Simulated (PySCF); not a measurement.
**C4H6F2O2Si: electronic excitations**

Aim: predict the electronic excitations of C4H6F2O2Si (`CO[SiH2]C(C=O)=C(F)F`).

The runs use PySCF 2.14.0, with density-fitted response routines of our own; the level of theory stands in each step. All values are computed, except where a source is named. Atoms are numbered from 0 throughout.

## Step 1: The molecule as given

15 atoms, charge 0, multiplicity 1; geometry from: GFN2-xTB.

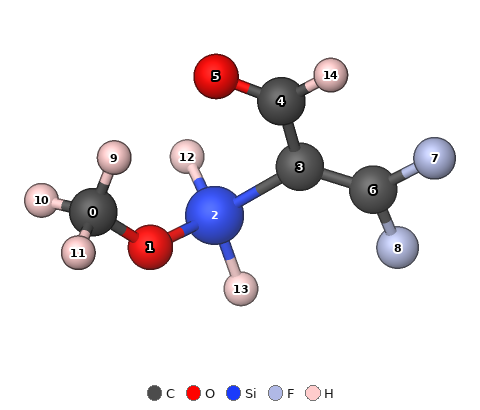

As it starts; carbon dark grey, oxygen red, silicon blue, fluorine light blue, hydrogen pink, atoms numbered.

## Step 2: Ultraviolet spectrum: CAM-B3LYP/def2-SVPD

The job: settings as JSON, then the geometry in Å.

```
{"job": {"kind": "uv", "xc": "CAM-B3LYP", "basis": "def2-SVPD", "nstates": 8, "ntriplets": 3}, "charge": 0, "multiplicity": 1}
C      2.235618     0.333193    -0.944265
O      1.215431    -0.630703    -0.956262
Si     0.237306    -1.242985     0.160071
C     -1.140323    -0.006589     0.650521
C     -0.711958     1.288625     1.167114
O      0.449068     1.576061     1.323191
C     -2.433019    -0.269590     0.537899
F     -3.430060     0.549142     0.858195
F     -2.948730    -1.403577     0.095362
H      1.985171     1.166589    -0.287705
H      3.166080    -0.123640    -0.601527
H      2.366277     0.693113    -1.965315
H      0.874413    -1.605636     1.425283
H     -0.354670    -2.323711    -0.607073
H     -1.515018     2.007695     1.410358
```

Method: TDDFT CAM-B3LYP/def2-SVPD, vertical, gas phase, core orbitals frozen in the response.

Launch:

```bash
> OMP_NUM_THREADS=1 python probes_run.py task.json out
```

One launch serves the whole session: the jobs run in the order shown.

What it wrote:

```text
coarse grid: 14032 points
cycle   1  E = -794.6078742120  dE =  1.609e+00  |g| = 1.218e+00  |ddm| = 5.488e+00
cycle   2  E = -794.0830749612  dE =  5.248e-01  |g| = 2.065e+00  |ddm| = 4.722e+00
cycle   3  E = -794.9087413491  dE = -8.257e-01  |g| = 1.953e-01  |ddm| = 3.598e+00
cycle   4  E = -794.9137962519  dE = -5.055e-03  |g| = 1.281e-01  |ddm| = 3.367e-01
cycle   5  E = -794.9167060190  dE = -2.910e-03  |g| = 2.127e-02  |ddm| = 1.660e-01
cycle   6  E = -794.9168188574  dE = -1.128e-04  |g| = 8.622e-03  |ddm| = 5.550e-02
cycle   7  E = -794.9168382204  dE = -1.936e-05  |g| = 3.118e-03  |ddm| = 2.025e-02
cycle   8  E = -794.9168413707  dE = -3.150e-06  |g| = 1.182e-03  |ddm| = 9.657e-03
final grid: 134616 points
cycle   9  E = -795.0433114617  dE = -3.010e-05  |g| = 4.241e-03  |ddm| = 7.665e-02
cycle  10  E = -795.0433097924  dE =  1.669e-06  |g| = 5.426e-03  |ddm| = 1.074e-02
cycle  11  E = -795.0433147687  dE = -4.976e-06  |g| = 5.383e-04  |ddm| = 5.105e-03
cycle  12  E = -795.0433148156  dE = -4.697e-08  |g| = 2.633e-04  |ddm| = 8.295e-04
cycle  13  E = -795.0433148277  dE = -1.212e-08  |g| = 8.456e-05  |ddm| = 4.725e-04
cycle  14  E = -795.0433148293  dE = -1.536e-09  |g| = 1.369e-05  |ddm| = 1.156e-04
cycle  15  E = -795.0433148294  dE = -7.913e-11  |g| = 6.137e-06  |ddm| = 3.468e-05
converged SCF energy = -795.0433148294

Static polarisability (au): isotropic 81.647, principal 61.950 79.412 103.578

Singlet excitations
state   eV       nm        f      main configurations
  1   4.0681    304.8   0.00037   H->L 0.83
  2   5.9035    210.0   0.07561   H-1->L 0.62, H-2->L 0.15, H->L 0.10
  3   6.1330    202.2   0.22134   H-2->L 0.52, H-1->L 0.28, H-3->L 0.11
  4   6.7251    184.4   0.02517   H-3->L 0.76, H-2->L 0.19
  5   7.2137    171.9   0.00178   H->L+2 0.70
  6   7.4503    166.4   0.02050   H-1->L+2 0.67, H-2->L+2 0.10
  7   7.5497    164.2   0.02605   H-2->L+2 0.42, H-1->L+1 0.16, H-1->L+2 0.14
  8   7.6508    162.1   0.02234   H-1->L+1 0.54, H-2->L+2 0.16

Triplet excitations (Tamm-Dancoff, eV): 3.5373 3.8042 5.8161
```

Wall time 2.2 min (1 thread of Arm Neoverse N1, shared host); peak memory 1.1 GiB.

The orbitals next to the gap, with their largest atomic shares:

```csv
orbital,eV,atoms
HOMO−3,-10.36,"O1 34 %, C3 13 %, C0 10 %"
HOMO−2,-9.94,"O1 38 %, C0 10 %, Si2 10 %"
HOMO−1,-9.65,"C3 21 %, O1 19 %, C6 15 %"
HOMO,-9.52,"O5 49 %, C4 14 %, C3 10 %"
LUMO,-0.91,"C4 24 %, C6 24 %, O5 24 %"
LUMO+1,0.92,"C6 33 %, Si2 14 %, F7 11 %"
LUMO+2,1.05,"Si2 27 %, C3 10 %, H12 10 %"
```

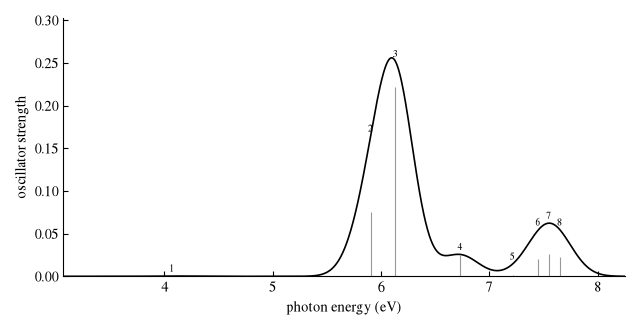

Absorption spectrum from the 8 singlet states computed; above the last one it falls off for lack of states. Lines are broadened to a width of 0.40 eV (Gaussian).

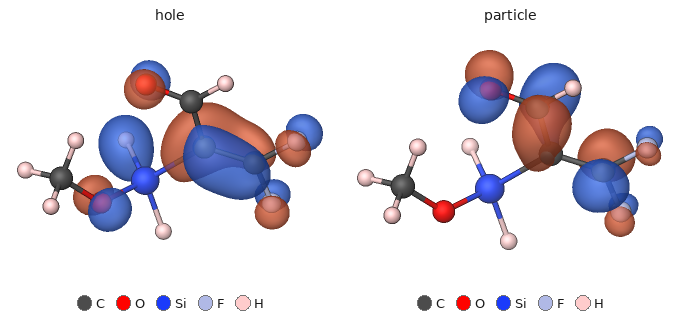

Leading natural transition orbitals of singlet state 3: the electron leaves the hole (left) for the particle orbital (right).

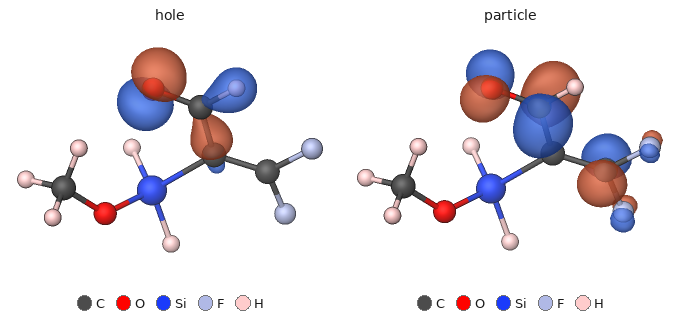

Leading natural transition orbitals of singlet state 1: the electron leaves the hole (left) for the particle orbital (right).

Ground-state properties from the same run:

```csv
property,computed
dipole moment (D),0.72
polarisability (Å³),12.10
HOMO–LUMO gap (eV),8.60
−ε(HOMO) (eV),9.52
```

The fields below are evaluated on a grid from the run's orbitals.

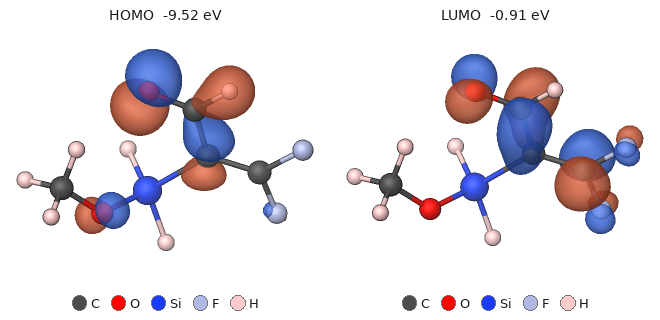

Frontier orbitals at CAM-B3LYP/def2-SVPD; each surface holds 70 % of the orbital's density, blue and red mark the sign.

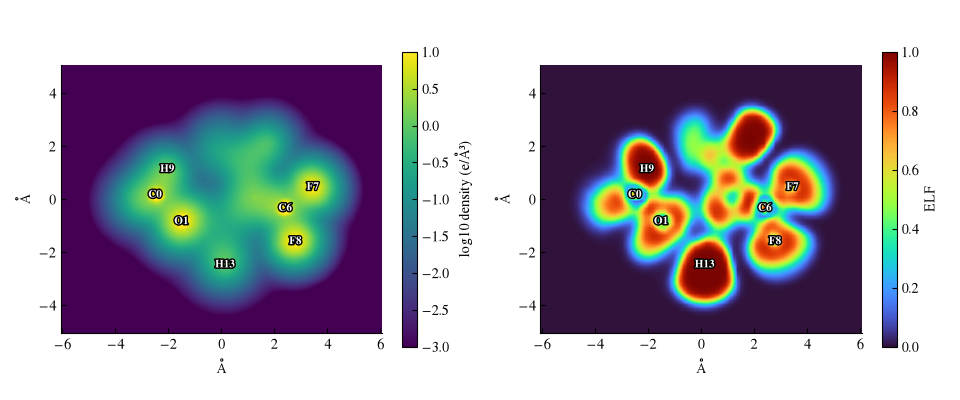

Density (left) and ELF (right) in a plane through or near 7 of the atoms.

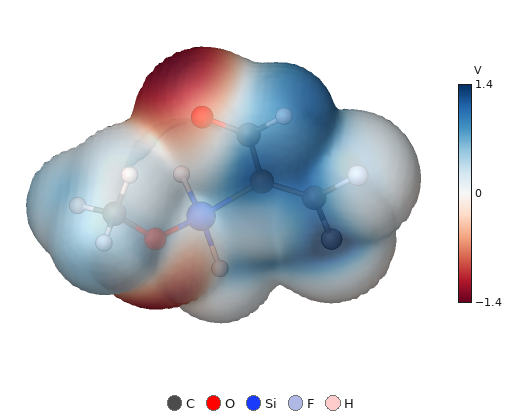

The potential that a unit positive charge feels on the 0.002 e/bohr³ surface, from -1.31 V near O5 to 1.40 V near C6.

## Step 3: What came out

```
                                quantity                        value
    lowest singlet (CAM-B3LYP/def2-SVPD)  4.07 eV (305 nm), f = 0.000
brightest single state of those computed  state 3, 6.13 eV, f = 0.221
                          lowest triplet                      3.54 eV
   surface potential, least and greatest           -1.31 V and 1.40 V
```

What this shows: The first singlet state (HOMO→LUMO 0.83) lies at 4.07 eV and is dark; of the 8 states computed, the strongest absorption comes from state 3 at 6.13 eV. The lowest triplet lies 0.53 eV below the lowest singlet (triplets in Tamm-Dancoff, singlets in full TDDFT). At CAM-B3LYP/def2-SVPD, counted by nearest atom on the grid, the HOMO lies on O5 52 %; H14 13 %, the LUMO on C4, C6 about 27 % each; O5 21 %.
